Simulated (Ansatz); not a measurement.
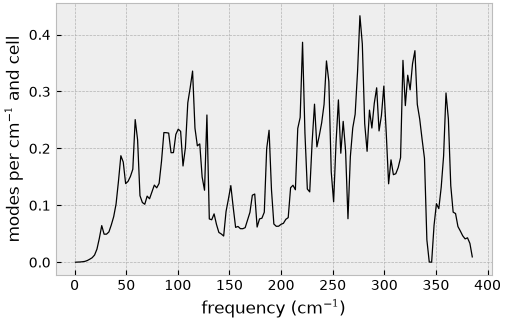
Figure: Phonon density of states of TiGeS3 in space group Pnma (No. 62; Pearson symbol oP20), 20 atoms a cell, DFT-LDA in the program Ansatz with PAW potentials

Q: Estimate the mean frequency and the zero-point energy.

A: The mean is about 210 cm⁻¹, and (3/2)ħ⟨ω⟩ gives 39.9 meV/atom.

Q: What share of the Dulong–Petit heat capacity is reached at 100 K and at 300 K?

A: 50 % and 90 %.

The workflow started from a Materials Project entry (that database holds measured and hypothetical structures alike); the Crystallography Open Database files this formula in space group No. 62, but the cells were not matched. Its standing as an ambient phase is unchecked. Symmetry was held in the LDA relaxation; its stability against distortions is not shown here. No spin polarisation was allowed. A crystal of weakly bound chains computed without a dispersion correction: the cell and the soft elastic constants depend strongly on that. Spin–orbit coupling is left out wherever it is not named.

Potentials: the later of the program's two PAW sets.
